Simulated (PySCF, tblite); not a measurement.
**C₆H₉NOSi: geometry, infrared bands and NMR shifts**

Wanted: the infrared bands and NMR shifts of C₆H₉NOSi (`CO[Si@@H]1CC=C(C#N)C1`), by calculation.

Programs: tblite 0.8.0 and PySCF 2.14.0, with density-fitted response routines of our own. Each step states its level of theory. These are calculated values for one molecule in the gas phase, unless marked as measured. Atoms are numbered from 0 throughout.

## Step 1: The starting structure

18 atoms, charge 0, multiplicity 1; geometry from: force field or distance geometry start.

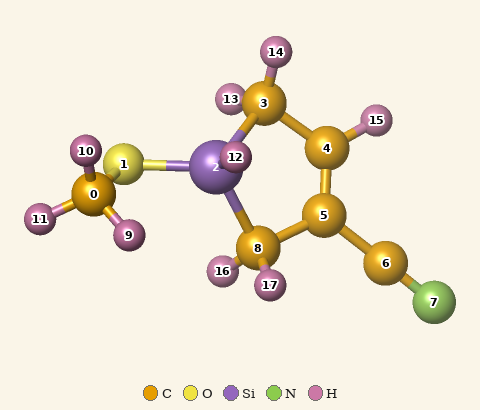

The starting geometry (carbon amber, oxygen yellow, silicon purple, nitrogen green, hydrogen pink), atoms numbered.

## Step 2: Relaxing the molecule with GFN2-xTB

The job: settings as JSON, then the geometry in Å.

```
{"job": {"kind": "relax", "xc": "GFN2-xTB", "basis": "xTB"}, "charge": 0, "multiplicity": 1}
C     -2.909200    -0.873100    -0.280500
O     -2.033000    -0.156200    -1.118800
Si    -0.685700     0.259400    -0.093200
C      0.319200     1.675000    -0.855200
C      1.672700     1.202900    -0.517800
C      1.868200    -0.019700    -0.259300
C      3.215500    -0.552800     0.073100
N      4.282000    -0.997900     0.349000
C      0.732200    -0.953200    -0.274300
H     -2.363100    -1.437400     0.507300
H     -3.586200    -0.151900     0.224200
H     -3.543600    -1.591500    -0.859900
H     -1.074900     0.508900     1.290300
H      0.207900     1.601500    -1.962500
H      0.031500     2.645600    -0.421300
H      2.509100     1.963000    -0.513900
H      0.636300    -1.538100    -1.199000
H      0.712300    -1.578200     0.635300
```

Launch:

```
$ OMP_NUM_THREADS=1 python probes_run.py task.json out
```

This one command runs all jobs of the session in turn.

Standard output:

```text
step      E/eV     max force
  0    -709.90522    6.099
  1    -710.00650   11.768
  2    -710.21621    6.991
  3    -710.57085    2.786
  4    -710.67024    0.543
  5    -710.70229    0.600
  6    -710.77962    0.471
  7    -710.80287    0.393
  8    -710.83364    0.319
  9    -710.85229    0.333
 10    -710.86884    0.277
 11    -710.87916    0.238
 12    -710.88845    0.223
 13    -710.89799    0.232
 14    -710.90912    0.238
 15    -710.91918    0.276
 16    -710.92708    0.242
 17    -710.93458    0.206
 18    -710.94180    0.212
 19    -710.94697    0.161
 20    -710.94996    0.102
 21    -710.95185    0.104
 22    -710.95370    0.117
 23    -710.95595    0.125
 24    -710.95848    0.145
 25    -710.96128    0.153
 26    -710.96471    0.157
 27    -710.96911    0.163
 28    -710.97426    0.156
 29    -710.97909    0.149
 30    -710.98271    0.100
 31    -710.98516    0.083
 32    -710.98697    0.081
 33    -710.98858    0.095
 34    -710.98999    0.094
 35    -710.99111    0.077
 36    -710.99197    0.061
 37    -710.99267    0.070
 38    -710.99346    0.073
 39    -710.99445    0.064
 40    -710.99541    0.073
 41    -710.99613    0.055
 42    -710.99668    0.054
 43    -710.99726    0.067
 44    -710.99809    0.073
 45    -710.99917    0.077
 46    -711.00003    0.063
 47    -711.00070    0.066
 48    -711.00136    0.067
 49    -711.00218    0.087
 50    -711.00326    0.083
 51    -711.00451    0.102
 52    -711.00579    0.108
 53    -711.00709    0.097
 54    -711.00850    0.101
 55    -711.01004    0.090
 56    -711.01147    0.099
 57    -711.01263    0.101
 58    -711.01363    0.077
 59    -711.01456    0.073
 60    -711.01533    0.056
 61    -711.01587    0.135
 62    -711.01641    0.129
 63    -711.01704    0.116
 64    -711.01888    0.079
 65    -711.01993    0.094
 66    -711.02153    0.088
 67    -711.02253    0.076
 68    -711.02339    0.067
 69    -711.02405    0.076
 70    -711.02466    0.066
 71    -711.02526    0.062
 72    -711.02590    0.050
 73    -711.02661    0.079
 74    -711.02720    0.045
 75    -711.02759    0.046
 76    -711.02783    0.048
 77    -711.02812    0.051
 78    -711.02859    0.071
 79    -711.02913    0.073
 80    -711.02957    0.048
 81    -711.02985    0.039
 82    -711.03006    0.037
 83    -711.03026    0.048
 84    -711.03044    0.041
 85    -711.03059    0.036
 86    -711.03073    0.025
 87    -711.03092    0.043
 88    -711.03116    0.049
 89    -711.03146    0.060
 90    -711.03179    0.063
 91    -711.03216    0.049
 92    -711.03259    0.061
 93    -711.03310    0.066
 94    -711.03370    0.056
 95    -711.03427    0.055
 96    -711.03468    0.039
 97    -711.03499    0.042
 98    -711.03528    0.050
 99    -711.03566    0.054
100    -711.03608    0.078
101    -711.03662    0.057
102    -711.03721    0.051
103    -711.03763    0.050
104    -711.03805    0.051
105    -711.03872    0.069
106    -711.03942    0.064
107    -711.04005    0.133
108    -711.04062    0.061
109    -711.04100    0.055
110    -711.04137    0.042
111    -711.04168    0.055
112    -711.04212    0.055
113    -711.04254    0.049
114    -711.04277    0.044
115    -711.04287    0.043
116    -711.04297    0.027
117    -711.04306    0.022
118    -711.04324    0.020
119    -711.04338    0.023
120    -711.04353    0.028
121    -711.04362    0.023
122    -711.04372    0.028
123    -711.04383    0.027
124    -711.04398    0.028
125    -711.04408    0.030
126    -711.04416    0.021
127    -711.04423    0.026
128    -711.04429    0.021
129    -711.04434    0.013
130    -711.04436    0.009
```

It took 1.9 s on 1 thread of Arm Neoverse N1, shared host; peak memory 0.18 GiB.

Relaxation path: (not every step is listed)

```tsv
step	energy from step 0 (eV)	largest force (eV/Å)
0	0.0000	6.0994
1	-0.1013	11.7684
2	-0.3110	6.9914
3	-0.6656	2.7863
4	-0.7650	0.5432
5	-0.7971	0.6000
6	-0.8744	0.4715
7	-0.8976	0.3933
8	-0.9284	0.3189
19	-1.0417	0.1607
30	-1.0775	0.1004
41	-1.0909	0.0546
52	-1.1006	0.1082
63	-1.1118	0.1164
74	-1.1220	0.0454
85	-1.1254	0.0365
96	-1.1295	0.0387
107	-1.1348	0.1328
118	-1.1380	0.0200
125	-1.1389	0.0300
126	-1.1389	0.0210
127	-1.1390	0.0264
128	-1.1391	0.0211
129	-1.1391	0.0135
130	-1.1391	0.0094
```

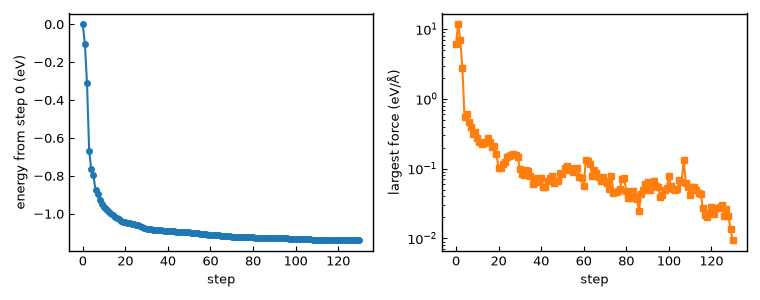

Energy and largest force along the relaxation.

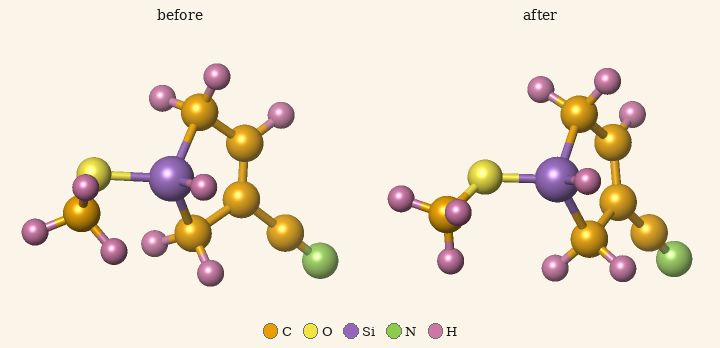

The geometry before (left) and after (right).

Distances of close pairs at the start and the end, largest changes first:

```tsv
bond	before (Å)	after (Å)	change (Å)
O1–Si2	1.744	1.620	-0.124
C5–C6	1.487	1.408	-0.079
C4–C5	1.265	1.335	+0.070
C4–H15	1.130	1.081	-0.049
C6–N7	1.188	1.148	-0.040
C5–C8	1.470	1.508	+0.037
Si2–C8	1.874	1.911	+0.037
C0–H11	1.120	1.090	-0.030
```

The final coordinates are the input of the step that follows.

## Step 3: Infrared spectrum with GFN2-xTB

The job: settings as JSON, then the geometry in Å.

```
{"job": {"kind": "ir", "xc": "GFN2-xTB", "basis": "xTB"}, "charge": 0, "multiplicity": 1}
C     -2.940500    -0.976142    -0.570493
O     -1.912634    -0.053095    -0.787997
Si    -0.702904     0.372665     0.201726
C      0.287143     1.702676    -0.723437
C      1.674006     1.159957    -0.770612
C      1.909656    -0.055705    -0.271267
C      3.186997    -0.647556    -0.277934
N      4.217271    -1.154472    -0.268574
C      0.767150    -0.843308     0.318207
H     -2.537602    -1.976055    -0.398399
H     -3.537253    -0.685752     0.296134
H     -3.572290    -0.988197    -1.458712
H     -1.175543     0.756401     1.536167
H     -0.070409     1.889433    -1.737153
H      0.290046     2.667983    -0.217805
H      2.460309     1.754813    -1.214067
H      0.624103    -1.758198    -0.262405
H      1.023694    -1.159130     1.330203
```

Standard output:

```text
mode    cm-1     km/mol
  1      31.9      1.54
  2      76.3      3.84
  3      88.5      0.20
  4     118.0      6.72
  5     146.3      4.80
  6     168.2      0.12
  7     219.4      9.47
  8     256.9     11.08
  9     337.1      3.35
 10     374.1     10.67
 11     513.8      6.06
 12     532.8     21.90
 13     554.6      3.41
 14     608.1     83.05
 15     674.5     90.26
 16     706.7     25.90
 17     730.5     51.71
 18     748.6     41.32
 19     771.5     69.11
 20     814.2     97.22
 21     845.7     93.92
 22     875.0     28.42
 23    1044.7     19.82
 24    1082.9      3.16
 25    1103.3      5.61
 26    1128.6      1.75
 27    1132.3     90.17
 28    1146.1     18.99
 29    1157.9    202.23
 30    1218.3     55.15
 31    1254.2      3.46
 32    1284.8     11.56
 33    1412.9      0.78
 34    1446.9     14.99
 35    1456.3      8.34
 36    1476.4      6.46
 37    1483.5      3.19
 38    1669.5     73.06
 39    2235.8    329.69
 40    2362.8    256.63
 41    2954.9     25.19
 42    2960.4     36.72
 43    2967.5     24.51
 44    2972.0     39.65
 45    2989.0     17.01
 46    2994.9     29.14
 47    2997.3     20.04
 48    3069.3     40.92
```

Run time: 1.3 s. Hardware: 1 thread of Arm Neoverse N1, shared host; peak memory 0.18 GiB.

The strongest bands and the atoms that carry them (share of the mass-weighted mode):

```tsv
cm⁻¹	km/mol	atoms
608	83.0	H12 79 %
674	90.3	H12 51 %, C8 11 %
814	97.2	H15 27 %, Si2 27 %
846	93.9	H15 36 %, Si2 16 %, C4 10 %
1132	90.2	C0 27 %, H11 26 %, O1 22 %, H10 14 %
1158	202.2	O1 37 %, C0 20 %, H11 13 %
2236	329.7	H12 97 %
2363	256.6	C6 60 %, N7 39 %
```

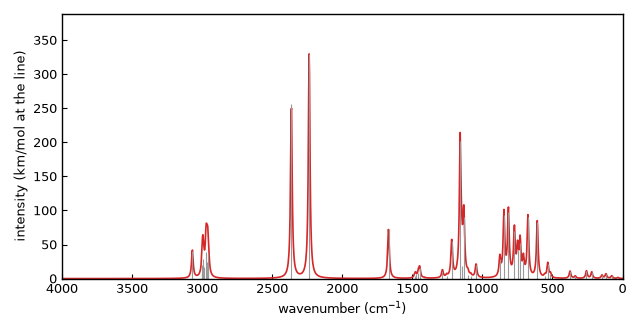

The infrared spectrum from these modes, unscaled. Lines are broadened to a width of 14 cm⁻¹ (Lorentzian).

## Step 4: Shielding tensors: PBE0/pcSseg-1

The job, as its differences from that of step 3:

```diff
@@ -1,2 +1,2 @@
-{"job": {"kind": "ir", "xc": "GFN2-xTB", "basis": "xTB"}, "charge": 0, "multiplicity": 1}
+{"job": {"kind": "nmr", "xc": "PBE0", "basis": "pcSseg-1"}, "charge": 0, "multiplicity": 1}
 C     -2.940500    -0.976142    -0.570493
```

With the program's defaults for keys left out, this is: GIAO PBE0/pcSseg-1 NMR shielding, non-relativistic, gas phase.

Standard output:

```text
coarse grid: 15872 points
cycle   1  E = -652.7480896231  dE =  1.351e+00  |g| = 7.675e-01  |ddm| = 4.031e+00
cycle   2  E = -652.5329119223  dE =  2.152e-01  |g| = 1.298e+00  |ddm| = 1.859e+00
cycle   3  E = -652.8571706425  dE = -3.243e-01  |g| = 2.205e-01  |ddm| = 1.321e+00
cycle   4  E = -652.8665244380  dE = -9.354e-03  |g| = 9.380e-02  |ddm| = 2.408e-01
cycle   5  E = -652.8682620224  dE = -1.738e-03  |g| = 2.812e-02  |ddm| = 9.488e-02
cycle   6  E = -652.8684219498  dE = -1.599e-04  |g| = 5.621e-03  |ddm| = 2.656e-02
cycle   7  E = -652.8684288407  dE = -6.891e-06  |g| = 1.344e-03  |ddm| = 6.222e-03
final grid: 149728 points
cycle   8  E = -652.9304163091  dE = -3.007e-05  |g| = 1.092e-02  |ddm| = 3.149e-02
cycle   9  E = -652.9303943972  dE =  2.191e-05  |g| = 1.544e-02  |ddm| = 1.970e-02
cycle  10  E = -652.9304403167  dE = -4.592e-05  |g| = 1.569e-03  |ddm| = 1.207e-02
cycle  11  E = -652.9304408236  dE = -5.069e-07  |g| = 3.124e-04  |ddm| = 1.538e-03
cycle  12  E = -652.9304408347  dE = -1.102e-08  |g| = 2.335e-04  |ddm| = 4.866e-04
cycle  13  E = -652.9304408460  dE = -1.133e-08  |g| = 4.869e-05  |ddm| = 1.995e-04
cycle  14  E = -652.9304408465  dE = -4.707e-10  |g| = 1.356e-05  |ddm| = 4.631e-05
converged SCF energy = -652.9304408465

GIAO shielding tensors (ppm)
atom      isotropic    diamagn.    paramagn.     s11        s22        s33       span
  0 C      132.890     241.275    -108.385    106.057    107.203    185.409     79.351
  1 O      321.669     397.558     -75.889    264.849    345.375    354.783     89.933
  2 Si     337.082     880.536    -543.454    284.344    336.166    390.737    106.393
  3 C      163.384     255.818     -92.434    147.355    160.904    181.894     34.539
  4 C       29.210     251.727    -222.517    -89.269     32.591    144.308    233.577
  5 C       66.574     259.665    -193.091    -36.608     96.212    140.119    176.727
  6 C       63.568     257.003    -193.435    -58.617    -46.617    295.938    354.555
  7 N      -47.989     340.751    -388.740   -191.932   -177.292    225.257    417.189
  8 C      164.077     255.254     -91.178    150.922    159.613    181.696     30.774
  9 H       27.951      28.758      -0.807     23.259     26.337     34.258     10.999
 10 H       27.924      27.250       0.674     23.885     25.441     34.446     10.561
 11 H       27.620      26.626       0.995     23.215     25.261     34.385     11.170
 12 H       26.282      29.925      -3.643     23.096     24.547     31.203      8.107
 13 H       29.903      30.791      -0.888     25.858     27.715     36.135     10.277
 14 H       29.905      30.249      -0.344     25.628     27.616     36.472     10.844
 15 H       24.795      30.196      -5.401     23.030     23.652     27.705      4.676
 16 H       29.942      32.382      -2.441     25.748     28.768     35.309      9.561
 17 H       30.151      31.995      -1.845     25.694     28.831     35.927     10.233
```

Run time: 69 s. Hardware: 1 thread of Arm Neoverse N1, shared host; peak memory 0.92 GiB.

The references, computed at this level on geometries of the same kind, shield at (ppm): 1H TMS 31.72, 13C TMS 186.9, 29Si TMS 349.2, 15N NH3 267.7, 17O H2O 336.1. Their shielding less the atom's gives the shift. The references are single molecules in the gas phase, so shifts against H2O, NH3, PH3, H3PO4 or CFCl3 are not on the usual liquid scales and can be off by tens of ppm. Atoms listed in one row are averaged.

```tsv
atoms	environment	σ (ppm)	δ (ppm)	δ scaled to CDCl3
C4	alkene CH	29.2	157.7	152.0
C6	nitrile carbon	63.6	123.4	118.5
C5	fully substituted alkene carbon	66.6	120.4	115.5
C0	methyl carbon bonded to O	132.9	54.0	50.8
C3	allylic sp3 CH2 bonded to Si	163.4	23.5	21.1
C8	allylic sp3 CH2 bonded to Si	164.1	22.8	20.4
H15	hydrogen on an alkene CH	24.80	6.92	6.63
H12	hydrogen on a silicon bonded to 2 C, O, in a 5-membered ring	26.28	5.43	–
H9, H10, H11	hydrogen on a methyl carbon bonded to O	27.83	3.89	3.77
H13	hydrogen on an allylic sp3 CH2 bonded to Si	29.90	1.81	1.82
H14	hydrogen on an allylic sp3 CH2 bonded to Si	29.91	1.81	1.81
H16	hydrogen on an allylic sp3 CH2 bonded to Si	29.94	1.78	1.78
H17	hydrogen on an allylic sp3 CH2 bonded to Si	30.15	1.57	1.58
O1	oxygen bonded to C, Si	321.7	14.4	–
Si2	silicon bonded to 2 C, O, H, in a 5-membered ring	337.1	12.1	–
N7	nitrile nitrogen	-48.0	315.7	–
```

The scaled column applies a straight-line fit of computed shieldings to shifts measured in CDCl3 (root-mean-square error 0.16 ppm for H, 1.9 ppm for C).

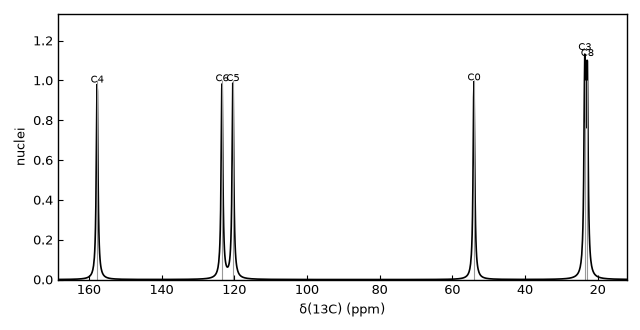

13C lines at the computed shifts, without couplings. Lines are broadened to a width of 0.54 ppm (Lorentzian).

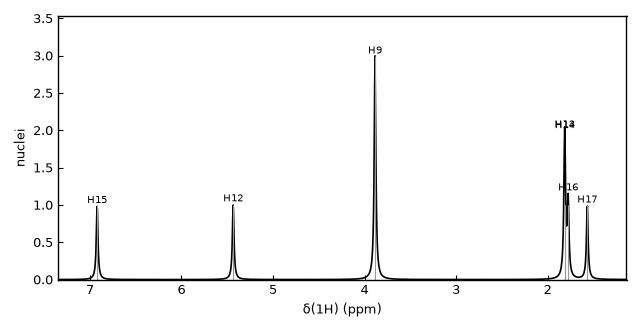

1H lines at the computed shifts, without couplings. Lines are broadened to a width of 0.02 ppm (Lorentzian).

Charges from the same density, by scheme (e):

```tsv
atoms	Mulliken	IAO	Hirshfeld	ESP fit
C0	-0.01	-0.20	-0.03	-0.17
O1	-0.63	-0.63	-0.22	-0.36
Si2	1.06	1.15	0.44	0.55
C3	-0.50	-0.57	-0.16	-0.27
C4	-0.01	-0.10	-0.01	-0.07
C5	-0.33	-0.05	0.00	-0.13
C6	0.15	0.14	0.07	0.36
N7	-0.25	-0.25	-0.23	-0.46
C8	-0.45	-0.58	-0.16	-0.20
```

Mulliken charges:

C0 -0.01; O1 -0.63; Si2 1.06; C3 -0.50; C4 -0.01; C5 -0.33; C6 0.15; N7 -0.25; C8 -0.45; H9 0.10; H10 0.10; H11 0.12; H12 -0.11; H13 0.17; H14 0.16; H15 0.10; H16 0.16; H17 0.16

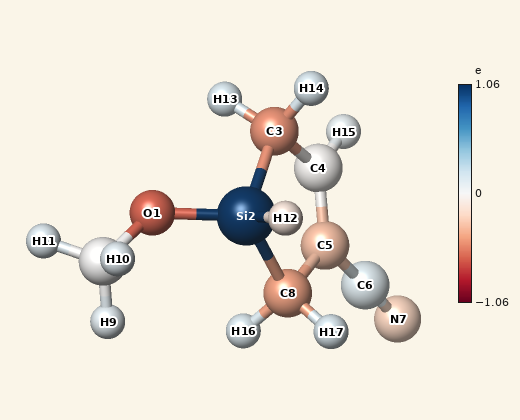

Mulliken charges, as colours on the atoms.

Mayer bond orders: C0–O1 0.89, O1–Si2 1.03, Si2–C3 0.88, C3–C4 1.06, C4–C5 1.78, C5–C6 1.06, C6–N7 3.03, C5–C8 1.05, C8–Si2 0.84.

Ring of atoms Si2, C3, C4, C5, C8: NICS(0) -2.0, NICS(1) -2.9, NICS(1)zz -1.2 ppm (means of both faces).

## Step 5: What came out

```
                                                              quantity                                         value
                             strongest single infrared mode (GFN2-xTB)                         2236 cm⁻¹, 330 km/mol
                                          zero-point energy (GFN2-xTB)                                 84.6 kcal/mol
                                13C shifts against TMS (PBE0/pcSseg-1)     157.7, 123.4, 120.4, 54.0, 23.5, 22.8 ppm
1H shifts against TMS (PBE0/pcSseg-1, means over atoms taken as alike)  6.92, 5.43, 3.89, 1.81, 1.81, 1.78, 1.57 ppm
                                17O shifts against H2O (PBE0/pcSseg-1)                                      14.4 ppm
                               29Si shifts against TMS (PBE0/pcSseg-1)                                      12.1 ppm
                                15N shifts against NH3 (PBE0/pcSseg-1)                                     315.7 ppm
```

In words: The optimisation took 130 steps and gained 1.139 eV; among the close pairs (by a distance rule), O1–Si2 changed most, from 1.744 to 1.620 Å. No mode is imaginary among the 48: a minimum at this level. The strongest single mode, at 2236 cm⁻¹, moves mainly H12. GFN2-xTB is a fitted tight-binding method: band positions and strengths are rough. Its intensities can rank the bands wrongly. H15 (hydrogen on an alkene CH) lies farthest downfield among hydrogen, at 6.92 ppm; attached to an sp2 carbon and in the plane of the double bond. At PBE0/pcSseg-1: Shielding is most anisotropic at N7 (span 417 ppm, paramagnetic term -389 ppm).
